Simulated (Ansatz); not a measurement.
Cell of (GaP)7/(BeTe)7 zinc blende (110) superlattice on GaP, with its geometry taken from a PBE run:

```
CELL_PARAMETERS angstrom
      3.89389     0.00000     0.00000
      0.00000     5.50491     0.00000
      0.00000     0.00000    27.84508
ATOMIC_POSITIONS crystal
  Ga 0.00000 0.02806 0.00368
  P  0.50000 0.27027 0.99741
  Ga 0.50000 0.51338 0.06849
  P  0.00000 0.76308 0.07043
  Ga 0.00000 0.01482 0.13993
  P  0.50000 0.26506 0.13913
  Ga 0.50000 0.51403 0.20944
  P  0.00000 0.76402 0.20944
  Ga 0.00000 0.01482 0.27895
  P  0.50000 0.26506 0.27974
  Ga 0.50000 0.51338 0.35039
  P  0.00000 0.76308 0.34845
  Ga 0.00000 0.02806 0.41520
  P  0.50000 0.27027 0.42146
  Be 0.50000 0.47420 0.48697
  Te 0.00000 0.73336 0.49226
  Be 0.00000 0.98252 0.56430
  Te 0.50000 0.23824 0.56265
  Be 0.50000 0.48119 0.63609
  Te 0.00000 0.73713 0.63673
  Be 0.00000 0.98177 0.70944
  Te 0.50000 0.23756 0.70944
  Be 0.50000 0.48119 0.78279
  Te 0.00000 0.73713 0.78215
  Be 0.00000 0.98252 0.85458
  Te 0.50000 0.23824 0.85622
  Be 0.50000 0.47420 0.93191
  Te 0.00000 0.73336 0.92662
```

Calculation: HSE06 (plane waves to 420 eV, PAW; Ansatz, a first-principles code). No spin–orbit coupling. Its k-point mesh 4×3×1, Fermi–Dirac width 0.01 eV. HSE06 ran on meshes of its own (4×3×1); its edges and gaps are taken over the mesh and over extra points off it, mostly where PBE has its edges.

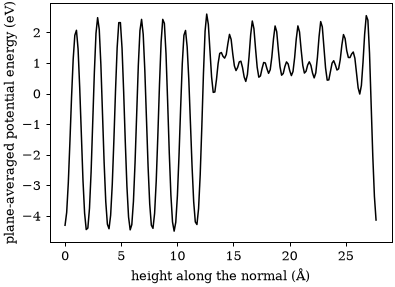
*Smooth (PAW) electrostatic potential energy of an electron, averaged over planes, about its mean*

The curve spans 7.1 eV over the stretch drawn.
